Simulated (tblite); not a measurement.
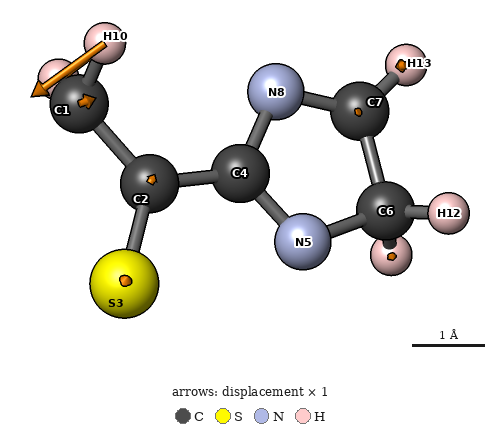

This is a relaxation of C5H5N2S (multiplicity 2). The starting structure is drawn; orange arrows show the displacements, at their true length. The two geometries are superimposed by the best rigid fit.

A ball-and-stick model, seen at a tilt.

Theory: GFN2-xTB geometry optimisation, gas phase (tblite). 

Atoms of which element are displaced furthest, and by how much?

Answer. Hydrogen: up to 1.31 Å, against 0.28 Å for carbon.

Describe the change and its energy.

Answer. Over 86 geometry steps the energy falls by 187.5 kJ/mol. The largest move after the best rigid fit is that of an H atom, 1.31 Å. By element the largest moves are H 1.31 Å, C 0.28 Å, S 0.20 Å, N 0.07 Å. Near-neighbour distances that change, for instance: C–C 1.496 → 1.345 Å, C–S 1.628 → 1.725 Å, C–N 1.306 → 1.276 Å, C–H 1.106 → 1.076 Å. Among the angles between lasting bonds that change: C–C–H 111.3° → 120.1°, C–C–H 112.5° → 121.2°, C–C–N 127.9° → 120.0°. The run took 0.55 s on 1 thread of Arm Neoverse V1, on a shared host.
